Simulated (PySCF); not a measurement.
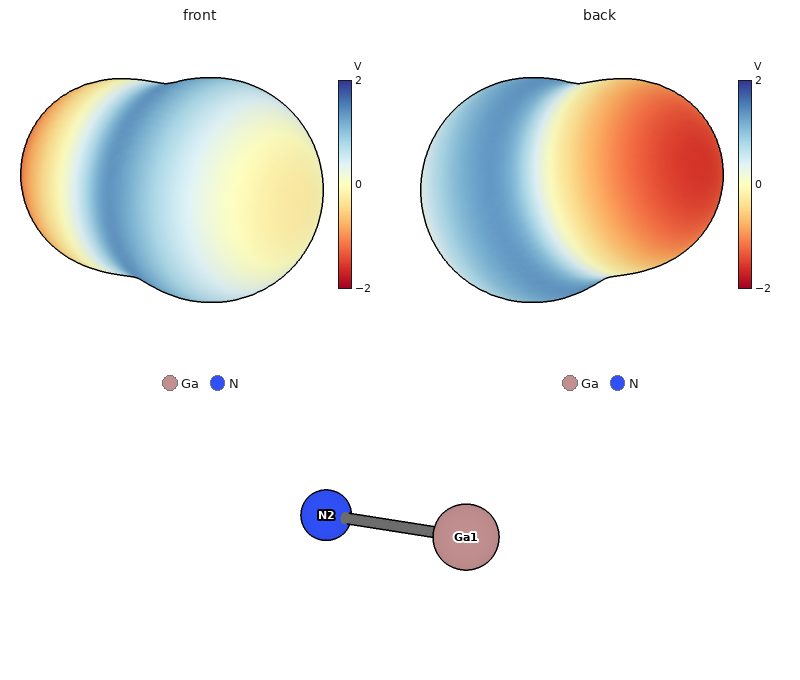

*GaN (triplet). The molecular electrostatic potential painted on the density surface at 0.001 e/bohr³, seen from the front and from behind; the colour scale runs from red (negative) to blue (positive). The bare structure is drawn below in the same view.*

Method: PBE0/cc-pVTZ(-PP), non-relativistic Hamiltonian with scalar-relativistic core potentials where named, at a bond length of 2.003 Å (PySCF 2.14.0).

```xyz
2

Ga    0.0000    0.0000   -0.3382
N     0.0000    0.0000    1.6648
```

Q: Which sites attract a positive test charge, and which a negative one?

A: A positive charge is drawn to the negative regions and a negative charge to the positive ones. The most negative region (about −1.6 V) lies over N2, the most positive (about +1.3 V) over Ga1. N2 is the likeliest acceptor of a hydrogen bond.
